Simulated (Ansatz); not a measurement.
## How methods differ on BSiH4 (SMILES B[SiH2])

BSiH4 has 6 atoms, charge 0, and is taken as a doublet. As SMILES, `B[SiH2]`. The shape is that of a GFN2-xTB optimisation.

| atom | x (Å) | y (Å) | z (Å) |
| --- | --- | --- | --- |
| B | -0.0037 | -1.0372 | 0.1147 |
| Si | 0.0044 | 0.8296 | -0.0920 |
| H | -0.7310 | -1.5643 | 0.8763 |
| H | 0.7175 | -1.7251 | -0.5125 |
| H | 0.8281 | 1.6590 | -0.9881 |
| H | -0.8153 | 1.8380 | 0.6016 |

Quantity: the energy change with the B1–H3 bond stretched from 1.178 to 2.355 Å, in eV. The values are calculated.

```tsv
level	kind	program	value (eV)	less FCI/STO-3G
UHF/STO-3G	Hartree–Fock	Ansatz	4.83	+0.13
UBLYP/STO-3G	GGA	Ansatz	5.00	+0.30
UPBE/STO-3G	GGA	Ansatz	5.15	+0.45
U-r2SCAN/STO-3G	meta-GGA	Ansatz	5.13	+0.43
U-r2SCAN0/STO-3G	hybrid meta-GGA	Ansatz	5.24	+0.54
UCCSDT(Q)/STO-3G	coupled cluster or CI	Ansatz	4.70	0.00
UCCSDT/STO-3G	coupled cluster or CI	Ansatz	4.70	0.00
FCI/STO-3G	exact in the basis	Ansatz	4.70	0.00
```

FCI/STO-3G is exact within its basis and frozen core, so for wave-function methods in that basis the difference is their error; functionals converge differently with the basis, so for them it is only a difference. The first shape isn't each level's own minimum. The values span 4.70 to 5.24 eV. Spin contamination of the reference (⟨S²⟩ at least 0.1 too high) touches UHF/STO-3G, UBLYP/STO-3G, UPBE/STO-3G, U-r2SCAN/STO-3G, U-r2SCAN0/STO-3G, UCCSDT(Q)/STO-3G, UCCSDT/STO-3G. All rows use very small basis sets, so even the best lies far from the true value.

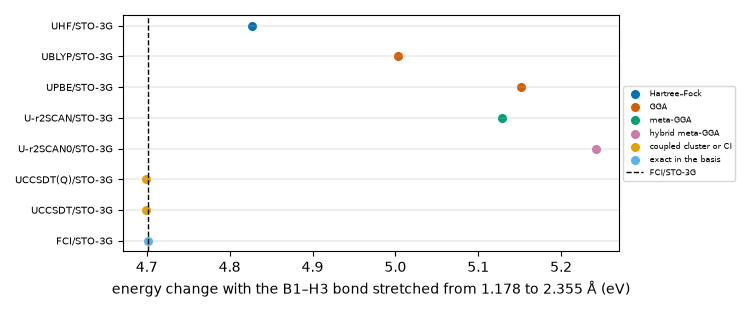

The values of the table, level by level.
